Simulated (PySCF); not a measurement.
# RuO4: structure of the singlet

The task is one start of a wider search on RuO4: the singlet, from a see-saw start. It is relaxed, tested by its Hessian and followed downhill if it is a saddle.

The runs use PySCF 2.14.0; PBE0, basis Ru def2-TZVP with ECP28, O def2-TZVP, scalar-relativistic core potentials, no spin–orbit coupling, density fitting.

## (1) The starting structure

5 atoms, charge 0, spin multiplicity 1.

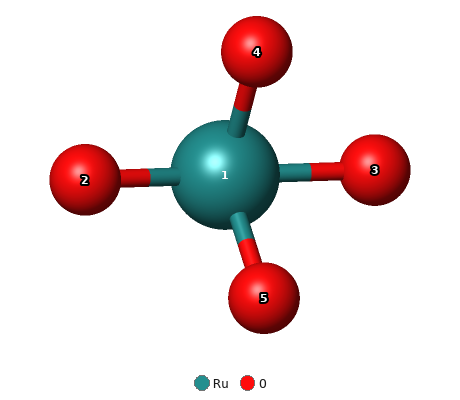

As it starts; ruthenium teal, oxygen red; atoms are numbered from 1 in the order of the file.

```xyz
5
charge 0 multiplicity 1
Ru    0.0000    0.0000    0.0000
O     0.0000    1.7035    0.1490
O     0.0000   -1.7035    0.1490
O     1.3475    0.0000    1.0528
O    -1.3475    0.0000    1.0528
```

## (2) First SCF at the start

The steps below are one call of a driver around PySCF. For each, scf.py gives the equivalent set-up of the SCF; relaxations use the driver's own optimiser. After this first run the driver tries any further starts and a stability analysis.

The input, scf.py:

```python
from pyscf import gto, scf, dft
mol = gto.M(atom='''
Ru     0.000000     0.000000     0.000000
O      0.000000     1.703500     0.149000
O     -0.000000    -1.703500     0.149000
O      1.347500     0.000000     1.052800
O     -1.347500     0.000000     1.052800''',
    basis={'Ru': 'def2-TZVP', 'O': 'def2-TZVP'},
    ecp={'Ru': 'def2-TZVP'},
    charge=0, spin=0)
mf = dft.RKS(mol, xc='PBE0')
mf.grids.atom_grid = (50, 194)
aux = {'Ru': 'def2-universal-JKFIT', 'O': 'def2-universal-JKFIT'}
mf = mf.density_fit(auxbasis=aux)
mf.conv_tol = 1e-08
mf.diis_space = 10
mf.max_cycle = 60
mf.init_guess = 'minao'
mf.verbose = 4
mf.kernel()
```

Run with:

```bash
$ OMP_NUM_THREADS=4 python axn.py task.json out
```

Output:

```text
init E= -387.652227577851
  HOMO = -0.645351813450612  LUMO = -0.555275166371114  gap/eV = 2.45111
cycle= 1 E= -394.903242422669  delta_E= -7.25  |g|= 1.57  |ddm|= 5.24
  HOMO = -0.184275809961118  LUMO = -0.175267625063858  gap/eV = 0.24513
cycle= 2 E= -390.246156924813  delta_E= 4.66  |g|= 5.13  |ddm|= 4.33
  HOMO = -0.259690576894511  LUMO = -0.170297310270303  gap/eV = 2.43251
cycle= 3 E= -395.257920549983  delta_E= -5.01  |g|= 0.593  |ddm|= 3.77
  HOMO = -0.34600632368921  LUMO = -0.262602207166513  gap/eV = 2.26954
cycle= 4 E= -395.216568523459  delta_E= 0.0414  |g|= 0.742  |ddm|= 0.784
  HOMO = -0.334740155347062  LUMO = -0.236523038688929  gap/eV = 2.67262
cycle= 5 E= -395.314875815467  delta_E= -0.0983  |g|= 0.262  |ddm|= 0.526
  HOMO = -0.328262652030553  LUMO = -0.226029286949167  gap/eV = 2.78191
cycle= 6 E= -395.327417388458  delta_E= -0.0125  |g|= 0.0434  |ddm|= 0.169
  HOMO = -0.328781917847476  LUMO = -0.224885443636762  gap/eV = 2.82717
cycle= 7 E= -395.327725297261  delta_E= -0.000308  |g|= 0.0179  |ddm|= 0.025
  HOMO = -0.329160081238956  LUMO = -0.224605239859699  gap/eV = 2.84508
cycle= 8 E= -395.327777376568  delta_E= -5.21e-05  |g|= 0.00485  |ddm|= 0.00837
  HOMO = -0.329317952965232  LUMO = -0.224577892240937  gap/eV = 2.85012
cycle= 9 E= -395.327782167712  delta_E= -4.79e-06  |g|= 0.000734  |ddm|= 0.00406
  HOMO = -0.32932812057559  LUMO = -0.224561457862844  gap/eV = 2.85085
cycle= 10 E= -395.327782334109  delta_E= -1.66e-07  |g|= 9.44e-05  |ddm|= 0.000892
  HOMO = -0.329329544793516  LUMO = -0.224556045683965  gap/eV = 2.85103
cycle= 11 E= -395.327782340561  delta_E= -6.45e-09  |g|= 5.75e-05  |ddm|= 0.0003
  HOMO = -0.329334497413403  LUMO = -0.22456337548639  gap/eV = 2.85097
Extra cycle  E= -395.327782333378  delta_E= 7.18e-09  |g|= 0.000198  |ddm|= 0.000147
converged SCF energy = -395.327782333378
```

This step, with its further starts and checks, needed 18 s of wall time on 4 threads of Arm Neoverse V2, shared host.

Energies from each starting density:

```
                      start  energy (Eh)
    the minimal-basis guess  -395.327782
a thermally smeared density  -395.327782
      a smeared PBE density  -395.327782
```

No lower closed-shell solution turned up from the other starts or in the test of internal stability.

## (3) Relaxing the singlet from the see-saw start

The program finds C2v symmetry in the start, which this walk keeps. The walk stops when the largest gradient is under 0.0003 Eh/bohr and the energy has settled too.

Edit scf.py of step 2 so:

```diff
@@ -3,5 +3,5 @@
-Ru     0.000000     0.000000     0.000000
-O      0.000000     1.703500     0.149000
-O     -0.000000    -1.703500     0.149000
-O      1.347500     0.000000     1.052800
-O     -1.347500     0.000000     1.052800''',
+Ru     0.000000     0.000000    -0.231761
+O      0.000000     1.703500    -0.082761
+O      0.000000    -1.703500    -0.082761
+O      1.347500     0.000000     0.821039
+O     -1.347500     0.000000     0.821039''',
@@ -18 +17,0 @@
-mf.init_guess = 'minao'
```

Steps of the walk:

```csv
step,energy (Eh),change (kJ/mol),largest symmetric gradient (Eh/bohr)
0,-395.327782,0.00,0.11536
1,-395.382173,-142.80,0.11926
2,-395.433529,-277.64,0.10161
3,-395.460608,-348.73,0.08075
4,-395.498933,-449.36,0.05863
5,-395.516821,-496.32,0.04141
6,-395.524647,-516.87,0.02549
7,-395.526575,-521.93,0.00891
8,-395.526848,-522.65,0.00645
9,-395.526895,-522.77,0.00019
10,-395.526895,-522.77,0.00003
```

The walk took 33 s.

Geometry (Å) and forces (eV/Å) at some steps:

```
step 0
Ru   0.000   0.000  -0.232   0.000   0.000   5.932
O    0.000   1.704  -0.083   0.000   0.581  -2.633
O    0.000  -1.704  -0.083   0.000  -0.581  -2.633
O    1.347   0.000   0.821   0.806   0.000  -0.333
O   -1.347   0.000   0.821  -0.806   0.000  -0.333
step 1
Ru   0.000   0.000  -0.091   0.000   0.000   6.132
O    0.000   1.727  -0.196   0.000  -0.848  -2.845
O    0.000  -1.727  -0.196   0.000   0.848  -2.845
O    1.408   0.000   0.864  -0.744   0.000  -0.222
O   -1.408   0.000   0.864   0.744   0.000  -0.222
step 5
Ru   0.000   0.000   0.301   0.000   0.000  -1.462
O    0.000   1.380  -0.685   0.000  -1.502   1.038
O    0.000  -1.380  -0.685   0.000   1.502   1.038
O    1.471   0.000   1.157  -2.129   0.000  -0.307
O   -1.471   0.000   1.157   2.129   0.000  -0.307
step 10
Ru   0.000   0.000   0.249   0.000   0.000  -0.001
O    0.000   1.358  -0.711   0.000   0.001   0.000
O    0.000  -1.358  -0.711   0.000  -0.001   0.000
O    1.358   0.000   1.209   0.000   0.000   0.000
O   -1.358   0.000   1.209   0.000   0.000   0.000
```

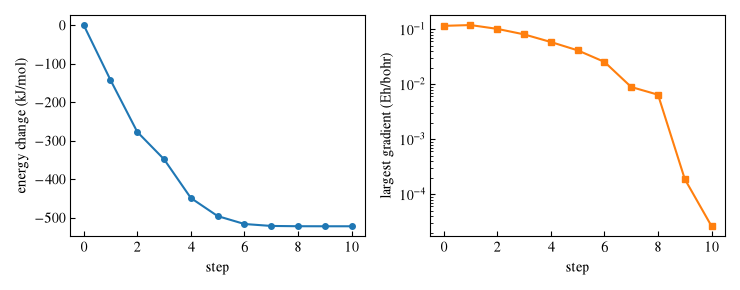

How energy and gradient fall.

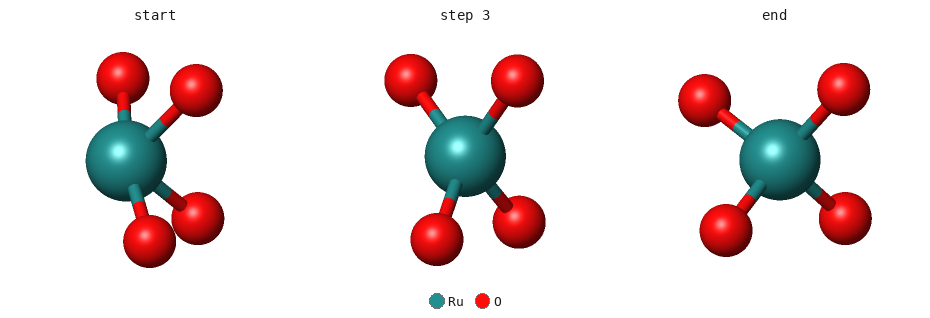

The geometry along the walk, at one scale.

After 10 steps and 522.8 kJ/mol it ends at Td: Ru–O 1.663 Å (×4); O–Ru–O 109.5° (×6).

## (4) Hessian and properties

The point is checked on the finer grid, and tightened if its gradient asks for it. The Hessian and the dipole derivatives come from central differences of analytic gradients, with steps of 0.02 bohr.

Edit scf.py of step 3 so:

```diff
@@ -3,5 +3,5 @@
-Ru     0.000000     0.000000    -0.231761
-O      0.000000     1.703500    -0.082761
-O      0.000000    -1.703500    -0.082761
-O      1.347500     0.000000     0.821039
-O     -1.347500     0.000000     0.821039''',
+Ru     0.000000     0.000000    -0.000000
+O      0.000000     1.357962    -0.960224
+O      0.000000    -1.357962    -0.960224
+O      1.357962    -0.000000     0.960224
+O     -1.357962    -0.000000     0.960224''',
@@ -12 +12 @@
-mf.grids.atom_grid = (50, 194)
+mf.grids.atom_grid = (75, 302)
@@ -15 +15 @@
-mf.conv_tol = 1e-08
+mf.conv_tol = 1e-10
```

The driver hands on the density of the step before, so the log starts near convergence.

Log of the central SCF (cycles and frontier levels):

```text
init E= -395.527019125376
  HOMO = -0.384983093163633  LUMO = -0.185018525109325  gap/eV = 5.44131
cycle= 1 E= -395.527019125371  delta_E= 4.77e-12  |g|= 6e-06  |ddm|= 3.12e-06
  HOMO = -0.384982845500424  LUMO = -0.185019304568849  gap/eV = 5.44129
Extra cycle  E= -395.527019125294  delta_E= 7.73e-11  |g|= 2.25e-05  |ddm|= 1.16e-05
converged SCF energy = -395.527019125294
```

The whole step took 32 s.

Geometry: Td; Ru–O 1.663 Å (×4); O–Ru–O 109.5° (×6).

Harmonic modes (main isotopes):

| symmetry | ω (cm⁻¹) | IR (km/mol) | type |
| --- | --- | --- | --- |
| e | 351 | 0.0 | bend |
| t2 | 376 | 15.9 | bend |
| a1 | 1018 | 0.0 | stretch |
| t2 | 1028 | 463 | stretch |

No imaginary mode, so this is a minimum.

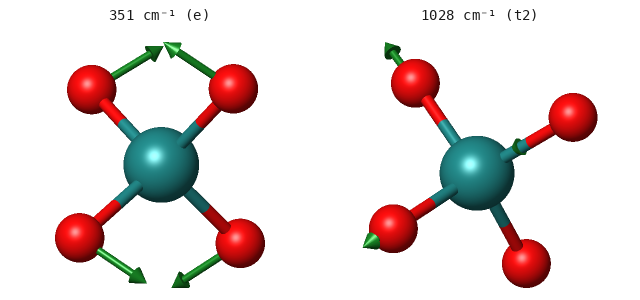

Displacements of 2 of the modes, as arrows (one member where a mode is degenerate).

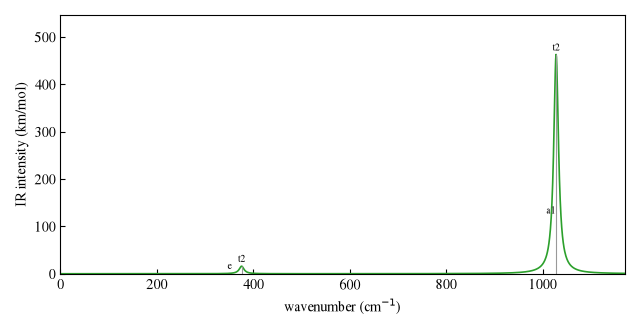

The harmonic infrared spectrum (widths in cm⁻¹). Lines are broadened to a width of 12 cm⁻¹ (Lorentzian).

Properties at this point:

```
Dipole moment                                                   : 0.00 D
Highest occupied level                                          : -10.48 eV
Lowest empty level                                              : -5.03 eV
Rotational constants                                            : 0.1429, 0.1429, 0.1429 cm⁻¹
Zero-point energy                                               : 35.5 kJ/mol
Principal polarisabilities                                      : 45.6, 45.6, 45.6 bohr³
Atomisation energy without zero-point energy                    : 1728 kJ/mol
Principal traceless quadrupole moments about the centre of mass : 0.00, 0.00, 0.00 D Å
Entropy at 298.15 K and 1 bar                                   : 284.3 J/(mol K)
Heat capacity Cp at 298.15 K                                    : 71.4 J/(mol K)
Enthalpy at 298.15 K above 0 K                                  : 14.78 kJ/mol
Rotational symmetry number                                      : 12
```

Populations by atom (charges in e):

```tsv
atom	Mulliken	Löwdin	polar tensor	Mayer order to Ru1
Ru1	1.83	0.97	2.07	–
O2,3,4,5	-0.46	-0.24	-0.52	1.53
```

Mulliken populations on Ru1 (outside its core potential): s 2.23, p 6.41, d 5.45, f 0.07.

## (5) Would spin polarisation lower it?

At the lowest minimum the closed shell is tested against spin polarisation, on the (50, 194) grid. It is stable.

## (6) Summary of results

```
                                 quantity                                    value
                                  minimum                              singlet, Td
                                 geometry    Ru–O 1.663 Å (×4); O–Ru–O 109.5° (×6)
                       wavenumbers (cm⁻¹)  351 (e), 376 (t2), 1018 (a1), 1028 (t2)
                            dipole moment                                   0.00 D
     highest occupied, lowest empty level                         -10.48, -5.03 eV
               polar-tensor charge of Ru1                                  +2.07 e
                        zero-point energy                              35.5 kJ/mol
                      entropy at 298.15 K                          284.3 J/(mol K)
atomisation energy (no zero-point energy)                              1728 kJ/mol
```

In words: The see-saw start (C2v) ends in a minimum of Td symmetry. In the infrared the band at 1028 cm⁻¹ (t2, stretch) leads. Ru1 has a polar-tensor charge of +2.1 e (a dipole derivative, not a static charge), yet symmetry cancels the bond dipoles. Other starts or spin states, not run here, may lie lower.

The search up to here needed 90 s of wall time on 4 threads of Arm Neoverse V2, shared host.
